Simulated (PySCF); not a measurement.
```xyz
19

C    -0.5978    2.3121   -0.5020
N     0.2330    1.5751   -0.8289
B     0.7947    0.1393   -0.6580
C     1.9089    0.2811    0.4882
C     2.1859   -0.6457    1.3895
N    -0.4381   -0.6119   -0.2737
C    -1.1521   -0.1785    0.8788
C    -1.3145   -1.0724   -1.3211
H    -1.3024    3.0622   -0.2783
H     1.2410   -0.1890   -1.7064
H     2.5106    1.1857    0.4878
H     2.9772   -0.5387    2.1183
H     1.6315   -1.5697    1.4303
H    -1.9338   -0.8910    1.1463
H    -0.4671   -0.0582    1.7156
H    -1.6458    0.8134    0.7028
H    -1.9675   -0.2718   -1.7052
H    -0.7192   -1.4565   -2.1453
H    -1.9545   -1.8760   -0.9462
```

Geometry: GFN2-xTB.

Theory: PBE0/pcSseg-1, SCF density, gas phase, non-relativistic (PySCF).

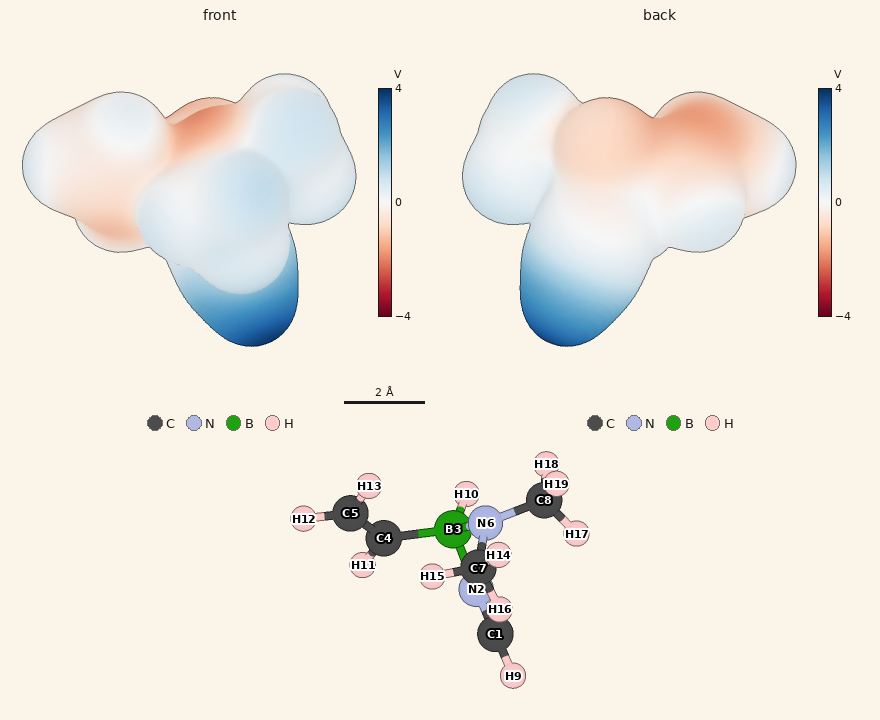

C5H11BN2. The molecular electrostatic potential painted on the density surface at 0.004 e/bohr³, seen from the front and from behind; the colour scale runs from red (negative) to blue (positive). The bare structure is drawn below in the same view.

### Describe the electrostatic potential map.

The most negative region (about −1.7 V, or −39 kcal/mol for a unit charge) lies over N6, the most positive (about +3.7 V, or +85 kcal/mol for a unit charge) over H9. N6 is the likeliest acceptor of a hydrogen bond.
